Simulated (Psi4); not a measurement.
Energy and gradient calculation, with input and output: C₂H₇P (charge +1) (part 2 of 2)

Continued. System: C₂H₇P (dimethylphosphine), charge +1, multiplicity 2. Method: SVWN5/6-311+G**, UKS (Psi4 1.11). The geometry is that of the parent species in another charge or spin state. The geometry comes from this level: PBE0-D4/def2-TZVP.

Geometry of the input (Å):
```
C  -0.9399  0.5627  -0.9122
P  0.6417  0.8520  -0.0101
C  0.6499  -0.6107  1.1122
H  -1.0452  -0.4618  -1.2747
H  -1.0035  1.2489  -1.7590
H  -1.7735  0.7871  -0.2430
H  1.5091  0.3168  -1.0014
H  -0.0908  -0.4549  1.8998
H  1.6274  -0.6932  1.5911
H  0.4248  -1.5470  0.5974
```

**Log, continued**
```
 L = 1.  Multiply by 2.5417464519 to convert [e a0] to [Debye]
 Dipole X            :         -0.9170479            1.0810375            0.1639896
 Dipole Y            :          3.3046384           -3.3564547           -0.0518163
 Dipole Z            :          2.7628648           -2.8061767           -0.0433118
 Magnitude           :                                                    0.1773511

 ------------------------------------------------------------------------------------

	total time  =         39 seconds =       0.65 minutes

         ------------------------------------------------------------
                                   SCF GRAD
         ------------------------------------------------------------

  ==> Geometry <==

    Molecular point group: c1
    Full point group: C1

    Geometry (in Angstrom), charge = 1, multiplicity = 2:

       Center              X                  Y                   Z               Mass
    ------------   -----------------  -----------------  -----------------  -----------------
         C           -0.020766756791     0.453555476315    -1.464457871065    12.000000000000
         P           -0.020766756791     0.453555476315     0.379199128935    30.973761998420
         C           -0.020766756791    -1.360937956180     0.705831038573    12.000000000000
         H            0.719775085210    -0.224791928220    -1.892913976297     1.007825032230
         H            0.171603260755     1.465636360919    -1.825719871860     1.007825032230
         H           -1.012304252658     0.160752392523    -1.816983036503     1.007825032230
         H            1.374571818123     0.662938401272     0.554246932059     1.007825032230
         H           -1.012339602087    -1.759747105735     0.480274635865     1.007825032230
         H            0.171767781396    -1.537175738098     1.765878877083     1.007825032230
         H            0.719688748835    -1.902808986279     0.114025761448     1.007825032230

  Nuclear repulsion =  113.554279126043852

  ==> Basis Set <==

  Basis Set: 6-311+G**
    Blend: 6-311+G**
    Number of shells: 62
    Number of basis functions: 116
    Number of Cartesian functions: 119
    Spherical Harmonics?: true
    Max angular momentum: 2

  ==> DirectJKGrad: Integral-Direct SCF Gradients <==

    Gradient:                    1
    J tasked:                  Yes
    K tasked:                   No
    wK tasked:                  No
    Integrals threads:           1
    Schwarz Cutoff:          1E-12

  ==> DFT Potential <==

   => LibXC <=

    Version 7.1.2

   => Composite Functional: SVWN5 <=

    Slater exchange
    Vosko, Wilk & Nusair (VWN5)

    Deriv               =              1
    GGA                 =          FALSE
    Meta                =          FALSE

    Exchange Hybrid     =          FALSE
    MP2 Hybrid          =          FALSE

   => Exchange Functionals <=

    1.0000         XC_LDA_X

   => Correlation Functionals <=

    1.0000     XC_LDA_C_VWN

   => LibXC Density Thresholds  <==

    XC_LDA_C_VWN:  1.00E-15
    XC_LDA_X:  1.00E-15

   => Molecular Quadrature <=

    Radial Scheme          =       TREUTLER
    Pruning Scheme         =           NONE
    Nuclear Scheme         =       TREUTLER

    Blocking Scheme        =         OCTREE
    BS radius alpha        =              1
    Pruning alpha          =              1
    Radial Points          =             99
    Spherical Points       =            590
    Total Points           =         556267
    Total Blocks           =           3923
    Max Points             =            256
    Max Functions          =            116
    Weights Tolerance      =       1.00E-15

  -Total Gradient:
     Atom            X                  Y                   Z
    ------   -----------------  -----------------  -----------------
       1        0.026191548061    -0.024912671435    -0.016997494547
       2       -0.038441088108     0.053390243894     0.044638288067
       3        0.026183138936    -0.021143724989    -0.021513600411
       4       -0.010285580165     0.008776000569    -0.005929543742
       5       -0.001677998851    -0.005988532905     0.004477528403
       6        0.005590477095     0.002604498831     0.004944129418
       7       -0.001190607861    -0.017114653834    -0.014309341794
       8        0.005593743277     0.005329271929     0.001688288389
       9       -0.001677208680     0.003344277992    -0.006685432888
      10       -0.010282715430    -0.004280448287     0.009690742093

	total time  =          9 seconds =       0.15 minutes

Properties will be evaluated at   0.000000,   0.000000,   0.000000 [a0]
OEProp: No title given, name of density matrix used for the following properties is 'SCF alpha density'
  Mulliken Charges: (a.u.)
   Center  Symbol    Alpha    Beta     Spin     Total
       1     C     3.35590  3.31668  0.03921 -0.67258
       2     P     7.66000  6.87542  0.78457  0.46458
       3     C     3.35589  3.31668  0.03921 -0.67257
       4     H     0.38055  0.32980  0.05074  0.28965
       5     H     0.35672  0.35901 -0.00229  0.28428
       6     H     0.35759  0.35791 -0.00031  0.28450
       7     H     0.43851  0.39779  0.04072  0.16370
       8     H     0.35759  0.35790 -0.00031  0.28451
       9     H     0.35672  0.35901 -0.00229  0.28428
      10     H     0.38055  0.32981  0.05074  0.28965

   Total alpha = 17.00000, Total beta = 16.00000, Total charge =  1.00000

  Lowdin Charges: (a.u.)
   Center  Symbol    Alpha    Beta     Spin     Total
       1     C     3.20099  3.14083  0.06016 -0.34182
       2     P     7.37700  6.63491  0.74209  0.98809
       3     C     3.20099  3.14083  0.06016 -0.34182
       4     H     0.45981  0.41661  0.04320  0.12358
       5     H     0.44927  0.44829  0.00098  0.10244
       6     H     0.44913  0.44509  0.00404  0.10579
       7     H     0.50462  0.46345  0.04117  0.03193
       8     H     0.44913  0.44509  0.00404  0.10579
       9     H     0.44927  0.44829  0.00098  0.10244
      10     H     0.45981  0.41661  0.04320  0.12358

  Total alpha = 17.00000, Total beta = 16.00000, Total charge =  1.00000

  Mayer Bond Indices:

  Total Bond Index:
  Irrep: 1 Size: 10 x 10

                 1                   2                   3                   4                   5

    1     0.00000000000000     0.84245387168927    -0.08175972660150     0.86943966896397     0.90518751257583
    2     0.84245387168927     0.00000000000000     0.84245496045912     0.03528466639247    -0.00698567870306
    3    -0.08175972660150     0.84245496045912     0.00000000000000    -0.00192986207328     0.00916565681281
    4     0.86943966896397     0.03528466639247    -0.00192986207328     0.00000000000000    -0.00532999735793
    5     0.90518751257583    -0.00698567870306     0.00916565681281    -0.00532999735793     0.00000000000000
    6     0.91288017324903    -0.00045918532567    -0.01077569682329    -0.00656024689488    -0.00377383258850
    7     0.01023018396818     0.87311112223087     0.01022706241920     0.00061850247229     0.00034161596509
    8    -0.01078197901490    -0.00045606533018     0.91287645032678    -0.00012193953471     0.00063183644737
    9     0.00916550399271    -0.00698791953272     0.90519166384503     0.00078454171921     0.00452062961500
   10    -0.00192362483234     0.03528408258378     0.86943974609078     0.00614217610513     0.00078507672718

                 6                   7                   8                   9                  10

    1     0.91288017324903     0.01023018396818    -0.01078197901490     0.00916550399271    -0.00192362483234
    2    -0.00045918532567     0.87311112223087    -0.00045606533018    -0.00698791953272     0.03528408258378
    3    -0.01077569682329     0.01022706241920     0.91287645032678     0.90519166384503     0.86943974609078
    4    -0.00656024689488     0.00061850247229    -0.00012193953471     0.00078454171921     0.00614217610513
    5    -0.00377383258850     0.00034161596509     0.00063183644737     0.00452062961500     0.00078507672718
    6     0.00000000000000     0.00864887743841     0.00366904251354     0.00063202694694    -0.00012280862715
    7     0.00864887743841     0.00000000000000     0.00864854775642     0.00034163608325     0.00061894104484
    8     0.00366904251354     0.00864854775642     0.00000000000000    -0.00377318565165    -0.00655848958001
    9     0.00063202694694     0.00034163608325    -0.00377318565165     0.00000000000000    -0.00533260302827
   10    -0.00012280862715     0.00061894104484    -0.00655848958001    -0.00533260302827     0.00000000000000

  Alpha Contribution:
  Irrep: 1 Size: 10 x 10

                 1                   2                   3                   4                   5

    1     0.00000000000000     0.38440953907952    -0.04251084705603     0.46326314190110     0.45283892655196
    2     0.38440953907952     0.00000000000000     0.38441195001389     0.00376218841654    -0.00395999049218
    3    -0.04251084705603     0.38441195001389     0.00000000000000    -0.00354860319481     0.00463325418345
    4     0.46326314190110     0.00376218841654    -0.00354860319481     0.00000000000000    -0.00275449209569
    5     0.45283892655196    -0.00395999049218     0.00463325418345    -0.00275449209569     0.00000000000000
    6     0.45788133707060    -0.00268696224536    -0.00545252878211    -0.00388750713585    -0.00177301394097
    7     0.00150700081492     0.44473311260287     0.00150576257816    -0.00005802164510     0.00003011642271
    8    -0.00545548247188    -0.00268655713535     0.45788088035251    -0.00022422100406     0.00030055725613
    9     0.00463303103270    -0.00396054942755     0.45283981263181     0.00033112532431     0.00226840737894
   10    -0.00354437795244     0.00376169472299     0.46326224567336     0.00366177074927     0.00033134826361

                 6                   7                   8                   9                  10

    1     0.45788133707060     0.00150700081492    -0.00545548247188     0.00463303103270    -0.00354437795244
    2    -0.00268696224536     0.44473311260287    -0.00268655713535    -0.00396054942755     0.00376169472299
    3    -0.00545252878211     0.00150576257816     0.45788088035251     0.45283981263181     0.46326224567336
    4    -0.00388750713585    -0.00005802164510    -0.00022422100406     0.00033112532431     0.00366177074927
    5    -0.00177301394097     0.00003011642271     0.00030055725613     0.00226840737894     0.00033134826361
    6     0.00000000000000     0.00517969828608     0.00188291139584     0.00030065152710    -0.00022455572352
    7     0.00517969828608     0.00000000000000     0.00517981267389     0.00003024751285    -0.00005813363052
    8     0.00188291139584     0.00517981267389     0.00000000000000    -0.00177274527758    -0.00388683402388
    9     0.00030065152710     0.00003024751285    -0.00177274527758     0.00000000000000    -0.00275563987707
   10    -0.00022455572352    -0.00005813363052    -0.00388683402388    -0.00275563987707     0.00000000000000

  Beta Contribution:
  Irrep: 1 Size: 10 x 10

                 1                   2                   3                   4                   5

    1     0.00000000000000     0.45804433260975    -0.03924887954548     0.40617652706287     0.45234858602387
    2     0.45804433260975     0.00000000000000     0.45804301044523     0.03152247797593    -0.00302568821088
    3    -0.03924887954548     0.45804301044523     0.00000000000000     0.00161874112153     0.00453240262936
    4     0.40617652706287     0.03152247797593     0.00161874112153     0.00000000000000    -0.00257550526224
    5     0.45234858602387    -0.00302568821088     0.00453240262936    -0.00257550526224     0.00000000000000
    6     0.45499883617843     0.00222777691968    -0.00532316804118    -0.00267273975903    -0.00200081864753
    7     0.00872318315327     0.42837800962799     0.00872129984104     0.00067652411739     0.00031149954238
    8    -0.00532649654302     0.00223049180517     0.45499556997427     0.00010228146935     0.00033127919124
    9     0.00453247296001    -0.00302737010517     0.45235185121321     0.00045341639490     0.00225222223606
   10     0.00162075312010     0.03152238786079     0.40617750041742     0.00248040535587     0.00045372846357

                 6                   7                   8                   9                  10

    1     0.45499883617843     0.00872318315327    -0.00532649654302     0.00453247296001     0.00162075312010
    2     0.00222777691968     0.42837800962799     0.00223049180517    -0.00302737010517     0.03152238786079
    3    -0.00532316804118     0.00872129984104     0.45499556997427     0.45235185121321     0.40617750041742
    4    -0.00267273975903     0.00067652411739     0.00010228146935     0.00045341639490     0.00248040535587
    5    -0.00200081864753     0.00031149954238     0.00033127919124     0.00225222223606     0.00045372846357
    6     0.00000000000000     0.00346917915233     0.00178613111770     0.00033137541984     0.00010174709638
    7     0.00346917915233     0.00000000000000     0.00346873508252     0.00031138857040     0.00067707467536
    8     0.00178613111770     0.00346873508252     0.00000000000000    -0.00200044037408    -0.00267165555613
    9     0.00033137541984     0.00031138857040    -0.00200044037408     0.00000000000000    -0.00257696315120
   10     0.00010174709638     0.00067707467536    -0.00267165555613    -0.00257696315120     0.00000000000000

  Atomic Valences:

 #  #
 Irrep: 1
      1:    3.454891583990256
      2:    2.613699854463869
      3:    3.454890254455655
      4:    0.898327509792278
      5:    0.904542819493792
      6:    0.904138349888433
      7:    0.912786489378552
      8:    0.904134217932657
      9:    0.904542293989489
     10:    0.898332496483938

    Psi4 run time: 0:00:48.57
```

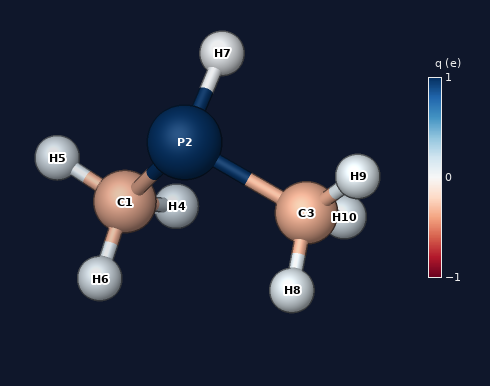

Löwdin charges, as the colour of each atom (ball-and-stick view, seen at a tilt; atoms are numbered from 1 in the order of the input). By element: C −0.34, P +0.99 and H +0.03 to +0.12 e.

**Results in brief**

| quantity | value |
| --- | --- |
| outcome | converged |
| total energy | −419.432773 hartree |
| basis functions | 116 |
| largest force | 4.088 eV/Å |
| ⟨S²⟩ | 0.751 |
| hardware | 1 thread of Intel Xeon @ 2.70GHz, 189 GiB of memory available, shared host |
| wall time | 50 s |
| peak memory | 0.69 GiB |
